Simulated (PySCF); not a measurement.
**AlH3O (AlH2(OH)) at 3 levels**

We compute a comparison of 3 runs (UPBE0/STO-3G, BCCD(T)/STO-3G, CCSDT(Q)/STO-3G) of AlH3O (AlH2(OH)). 

The results are computed with PySCF 2.14.0.

2 further runs of the same task are left out: 2 set aside as unsound or not needed.

## (1) The molecule

AlH3O has 5 atoms, charge 0, and is taken as a singlet. SMILES: `[H][Al]([H])[OH]`. The Al1–H3 distance was set to 2.297 Å, away from the relaxed value. At this shape a bond of the SMILES string is far longer than usual.

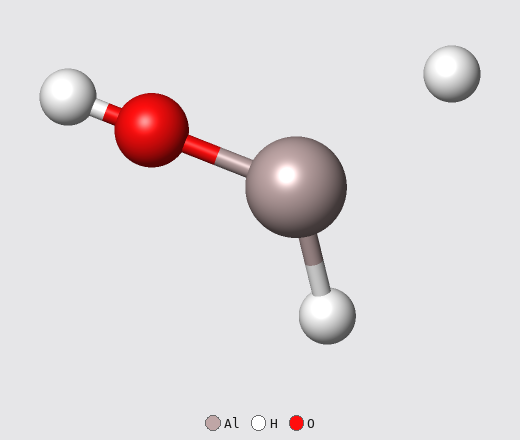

The structure, seen from a chosen angle (aluminium light grey, hydrogen white, oxygen red).

## (2) A single-point energy at UPBE0/STO-3G (run 1)

input.py

```python
from pyscf import gto, dft

mol = gto.M(
    atom='''
Al       0.648171      -0.207835      -0.007998
H        2.175381      -0.241725      -0.120108
H       -0.481020       1.769010      -0.311810
O       -0.179049      -1.578985       0.327932
H       -0.657879      -2.376285       0.517072
''',
    spin=0,
    basis='sto-3g',
    max_memory=1860,
    charge=0,
    verbose=3,
)

mf = dft.UKS(mol, xc='pbe0')
mf.grids.level = 5
mf.conv_tol = 1e-10
mf.kernel()
if not mf.converged:
    mf = mf.newton().run(mf.mo_coeff, mf.mo_occ)
for _ in range(3):
    mo, _, stable, _ = mf.stability(return_status=True)
    if stable:
        break
    mf.kernel(mf.make_rdm1(mo, mf.mo_occ))

energy = mf.e_tot
print(f'total energy: {energy:.8f} hartree')
```

Run with:

```console
OMP_NUM_THREADS=1 python input.py
```

Standard output:

```text
converged SCF energy = -315.150116088281  <S^2> = 2.8954616e-13  2S+1 = 1
<class 'pyscf.dft.uks.UKS'> wavefunction is stable in the internal stability analysis
total energy: -315.15011609 hartree
```

Wall time 9.9 s (1 thread of Arm Neoverse V1, shared host); peak memory 0.35 GiB.

## (3) A single-point energy at BCCD(T)/STO-3G (run 2)

geometry.xyz

```xyz
5
AlH3O
Al     0.648171    -0.207835    -0.007998
H      2.175381    -0.241725    -0.120108
H     -0.481020     1.769010    -0.311810
O     -0.179049    -1.578985     0.327932
H     -0.657879    -2.376285     0.517072
```

job.py

```python
from pyscf import gto, cc
from pyscf.cc.bccd import bccd_kernel_

system = gto.Mole()
system.atom = 'geometry.xyz'
system.verbose = 3
system.basis = 'sto-3g'
system.max_memory = 1860
system.build()

myscf = system.RHF()
myscf.conv_tol = 1e-10
myscf.kernel()
if not myscf.converged:
    myscf = myscf.newton().run(myscf.mo_coeff, myscf.mo_occ)

mycc = cc.CCSD(myscf, frozen=6).run()
mycc = bccd_kernel_(mycc, diis=True)
e_t = mycc.ccsd_t()
energy = mycc.e_tot + e_t
print('Final energy', energy)
```

Run with:

```console
OMP_NUM_THREADS=1 python job.py
```

Standard output:

```text
converged SCF energy = -314.438349064877
E(CCSD) = -314.5537044313892  E_corr = -0.115355366512243
BCCD loop starts.

[... 23 lines left out ...]
CCSD converged
[... 24 lines left out ...]
CCSD converged
[... 22 lines left out ...]
CCSD converged
[... 3 lines left out ...]
******** <class 'pyscf.cc.ccsd.CCSD'> ********
CC2 = 0
CCSD nocc = 6, nmo = 11
frozen orbitals 6
max_cycle = 50
direct = 0
conv_tol = 1e-07
conv_tol_normt = 1e-05
diis_space = 6
diis_start_cycle = 0
diis_start_energy_diff = 1e+09
Init E_corr(CCSD) = -0.121346988323344
cycle = 1  E_corr(CCSD) = -0.121353916283969  dE = -6.92796062e-06  norm(t1,t2) = 0.000130717
cycle = 2  E_corr(CCSD) = -0.121347892337066  dE = 6.0239469e-06  norm(t1,t2) = 2.9273e-05
cycle = 3  E_corr(CCSD) = -0.121349601271119  dE = -1.70893405e-06  norm(t1,t2) = 1.91276e-05
cycle = 4  E_corr(CCSD) = -0.121349948766532  dE = -3.47495414e-07  norm(t1,t2) = 6.6587e-06
cycle = 5  E_corr(CCSD) = -0.121350022817195  dE = -7.40506625e-08  norm(t1,t2) = 1.89494e-06
CCSD converged
E(CCSD) = -314.5527656484873  E_corr = -0.1213500228171947
BCC iter:    3  E:    -314.552765648487  dE:    1.879e-06  |t1|:    2.075e-06
CCSD(T) correction = -0.00530343627756091
Final energy -314.55806908476484
```

Run time: 1.4 s. Hardware: 1 thread of Arm Neoverse V1, shared host; peak memory 0.12 GiB.

## (4) A single-point energy at CCSDT(Q)/STO-3G (run 3)

run.py

```python
from pyscf import gto, cc

mol = gto.Mole()
mol.atom = '''
Al   0.648171  -0.207835  -0.007998
H    2.175381  -0.241725  -0.120108
H   -0.481020   1.769010  -0.311810
O   -0.179049  -1.578985   0.327932
H   -0.657879  -2.376285   0.517072
'''
mol.max_memory = 1860
mol.basis = 'sto-3g'
mol.charge = 0
mol.spin = 0
mol.verbose = 3
mol.build()

hf = mol.RHF()
hf.conv_tol = 1e-10
hf.kernel()
if not hf.converged:
    hf = hf.newton().run(hf.mo_coeff, hf.mo_occ)

mycc = cc.CCSDT(hf, frozen=6)
mycc.kernel()
e_bracket, e_q = mycc.ccsdt_q()
e_final = mycc.e_tot + e_q
print('E = %.10f Eh' % e_final)
```

Run with:

```console
OMP_NUM_THREADS=1 python run.py
```

Standard output:

```text
converged SCF energy = -314.438349064877
_make_eris_incore_RCCSDT

WARN: A large `blksize` is being used, which may cause large memory consumption
      for storing contraction intermediates. If memory is sufficient, consider using
      `pyscf.cc.rccsdt_highm.RCCSDT` instead.

WARN: A large `blksize_oovv` is being used, which may cause large memory consumption
      for storing contraction intermediates. If memory is sufficient, consider using
      `pyscf.cc.rccsdt_highm.RCCSDT` instead.

WARN: A large `blksize_oooo` is being used, which may cause large memory consumption
      for storing contraction intermediates. If memory is sufficient, consider using
      `pyscf.cc.rccsdt_highm.RCCSDT` instead.

RCCSDT converged
E(RCCSDT) = -314.5585292904918   E_corr = -0.1201802256147814
E_corr(same-spin) = -0.0102161125345008
E_corr(oppo-spin) = -0.109964113080281
_make_eris_incore_RCCSDT
E = -314.5585721172 Eh
```

It took 1.9 s on 1 thread of Arm Neoverse V1, shared host; peak memory 0.12 GiB.

## (5) The series

```
run            level  integration grid  follow instability  energy (Eh)  dipole moment (D) of the reference  HOMO energy (eV)  LUMO energy (eV)  wall time
  1     UPBE0/STO-3G                 5                 yes  -315.150116                                2.30             -2.81              3.75      9.9 s
  2   BCCD(T)/STO-3G                 –                   –  -314.558069                                   –                 –                 –      1.4 s
  3  CCSDT(Q)/STO-3G                 –                   –  -314.558572                                2.03             -5.64              7.42      1.9 s
```

## (6) Summary of results

```
                                          quantity          value
                               run 3: total energy  -314.55857 Eh
       run 3: dipole moment (Hartree–Fock density)         2.03 D
        run 3: HOMO energy (Hartree–Fock orbitals)       -5.64 eV
        run 3: LUMO energy (Hartree–Fock orbitals)        7.42 eV
      run 3: HOMO–LUMO gap (Hartree–Fock orbitals)       13.06 eV
run 3: correlation energy (6 core orbitals frozen)     -120.2 mEh
                              run 3: T1 diagnostic          0.026
```

In runs 1, 2, 3 the basis is minimal, so the values are rough. All runs together took 13 s, the longest 9.9 s.
